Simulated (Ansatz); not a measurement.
# BFH4SiSn: how energies converge with the basis set

How large a basis does BFH4SiSn need? Two functionals are run in growing sets.

The runs use Ansatz 0.2.0, Gaussian basis; one geometry, several basis sets.

The runs, in order: PBE0-D4/def2-SVP; ωB97M-V/def2-SVP; PBE0-D4/def2-QZVPP; ωB97M-V/def2-QZVPP; the functionals' def2-TZVPP values are taken from earlier runs.

### Step 1. The geometry

An earlier PBE0-D4 in a triple-zeta def2 set relaxation fixed the geometry. Sn takes the def2 core potential; no spin-orbit term is included.

SMILES `F[B]1[SiH2][SnH2]1`, 8 atoms, charge 0, spin multiplicity 1.

Atoms are counted from 1 here; the program's logs count them from 0.

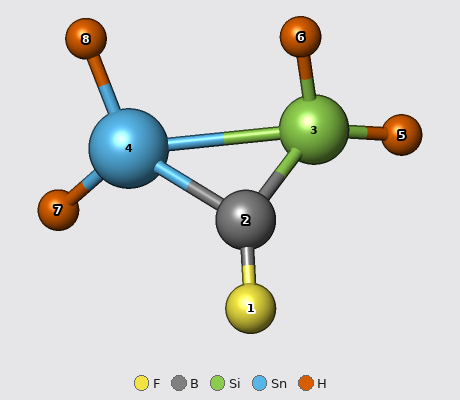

The structure; fluorine yellow, boron grey, silicon green, tin blue, hydrogen orange; atoms are numbered from 1 in the order of the file.

Geometry (Å):

```mol
BFH4SiSn
  3D, bonds by distance, orders not assigned

  8  8  0  0  0  0  0  0  0  0999 V2000
    2.4159   -0.7320    0.5255 F   0  0
    1.1840   -0.2812    0.5977 B   0  0
    0.1915    1.3301    0.1750 Si  0  0
   -0.6296   -1.1616   -0.3878 Sn  0  0
    0.5977    2.6567   -0.3706 H   0  0
   -0.9477    1.4342    1.1247 H   0  0
   -0.4599   -2.0838   -1.8193 H   0  0
   -2.2596   -1.2195    0.0990 H   0  0
  1  2  8  0
  2  3  8  0
  3  4  8  0
  3  5  8  0
  3  6  8  0
  4  7  8  0
  4  8  8  0
  2  4  8  0
M  END
```

### Step 2. PBE0-D4 in def2-SVP

File in.yaml:

```yaml
crystal:
  periodic: [false, false, false]
  atoms:
    - {symbol: F, position_ang: [2.415878, -0.732026, 0.525462]}
    - {symbol: B, position_ang: [1.183956, -0.281226, 0.597737]}
    - {symbol: Si, position_ang: [0.191463, 1.330087, 0.175016]}
    - {symbol: Sn, position_ang: [-0.629606, -1.161626, -0.387816]}
    - {symbol: H, position_ang: [0.597657, 2.656707, -0.370621]}
    - {symbol: H, position_ang: [-0.947679, 1.434232, 1.124737]}
    - {symbol: H, position_ang: [-0.459861, -2.083767, -1.819282]}
    - {symbol: H, position_ang: [-2.259606, -1.219481, 0.098966]}
basis:
  gaussian: {orbitals: def2-SVP}
hamiltonian: {xc: pbe0, dispersion: d4}
output: {orbitals: {seedname: orbitals}}
```

Run with:

```console
$ ansatz run in.yaml --threads 2 --pin off --events-out ev --progress --plain --max-ram 4352MiB
```

The runs that follow: ωB97M-V in def2-SVP; PBE0-D4 in def2-QZVPP; ωB97M-V in def2-QZVPP.

Before running them: what should the planned runs give, taken together? Wanted: PBE0-D4: double and triple zeta above quadruple; ωB97M-V: double and triple zeta above quadruple.

**Answer**, as computed:

```
                                       quantity          value
PBE0-D4: double and triple zeta above quadruple  7.54, 0.49 eV
ωB97M-V: double and triple zeta above quadruple  7.65, 0.46 eV
```

In words: PBE0-D4 gains 7.06 eV from double to triple zeta, then 0.49 eV more. Total energies overstate the basis error of differences, where much of it tends to cancel.
